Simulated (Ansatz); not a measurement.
# H6OW···H2: what the fields show

| atom | x (Å) | y (Å) | z (Å) |
| --- | --- | --- | --- |
| W | 0.2502 | 0.2473 | -0.3385 |
| H | 0.1351 | 0.2363 | 2.5774 |
| H | 1.3380 | -0.7122 | 0.4969 |
| H | -0.7099 | 1.3960 | 0.3983 |
| H | -1.3502 | -0.2049 | 0.0629 |
| H | -0.1746 | -1.3943 | -0.1230 |
| H | 0.4748 | 0.3860 | -2.0426 |
| O | 1.5248 | 1.5206 | 0.3920 |
| H | 2.4064 | 1.1799 | 0.5944 |
| H | 0.5118 | 0.7216 | 2.2005 |

Core potentials replace the inner electrons of W; not at a stationary point (largest force 1.8 eV/Å).

These are results of RKS B3LYP-D4/def2-SVP (Ansatz), not measurements.

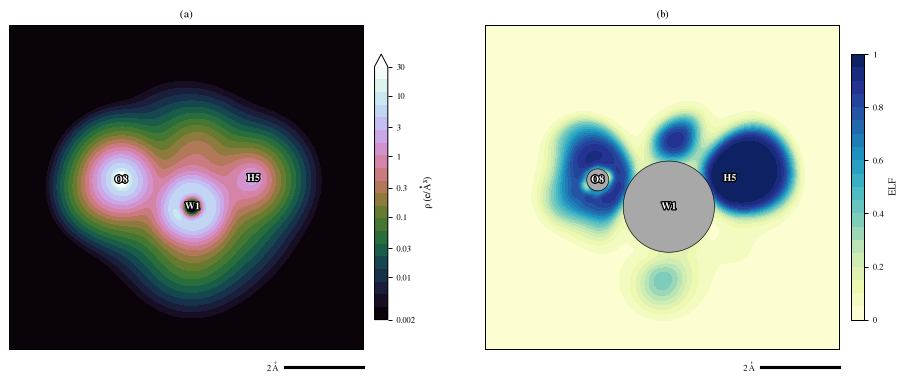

Figure 1. (a) electron density; (b) electron localisation function on the plane of atoms H5, W1 and O8. Grey discs cover the atomic cores in the ELF map.

> Read the bonding off the picture.

The plane passes through W, H and O nuclei.
W–O (1.94 Å): the density is about 0.96 e/Å³ at the midpoint; the ELF peaks at about 0.85 in the valence shell of O, 0.6 Å from its nucleus, and drops to about 0.25 between the two atoms.

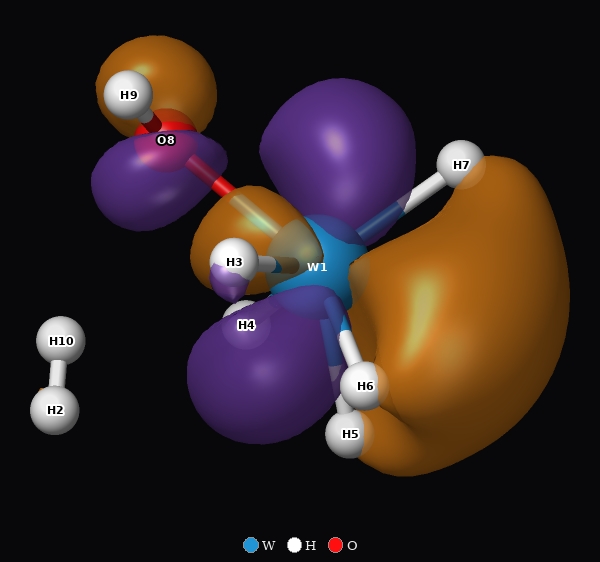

Figure 2. The LUMO at ±0.1 Å⁻³ᐟ² (orange and purple are the two phases), seen across its widest extent.

> Where does this orbital lie, and at what energy?

Its weight (Hirshfeld) is mainly on W1 (about 70 %), O8 (about 10 %), H7 (about 5 %) and H5 (about 5 %). Its energy is −2.85 eV.

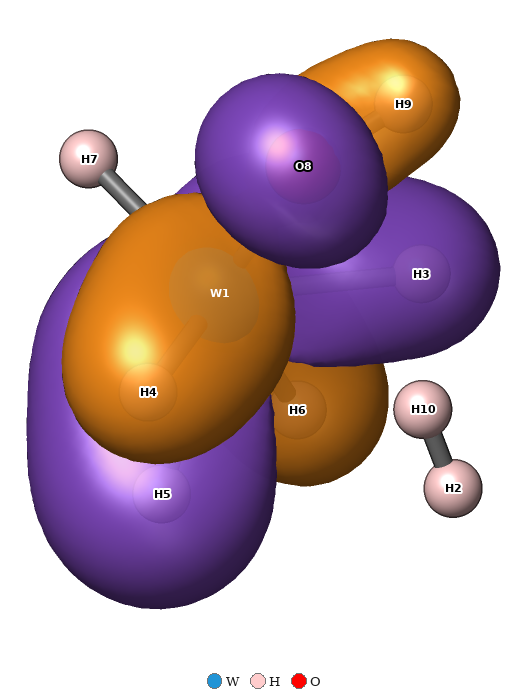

Figure 3. The HOMO at ±0.1 Å⁻³ᐟ² (orange and purple are the two phases), seen at an oblique angle.

> What is the character of this orbital?

By Hirshfeld shares it lies mainly on W1 (about 45 %), O8 (about 15 %), H5 (about 15 %), H6 (about 10 %) and H4 (about 5 %). Its energy is −7.29 eV.
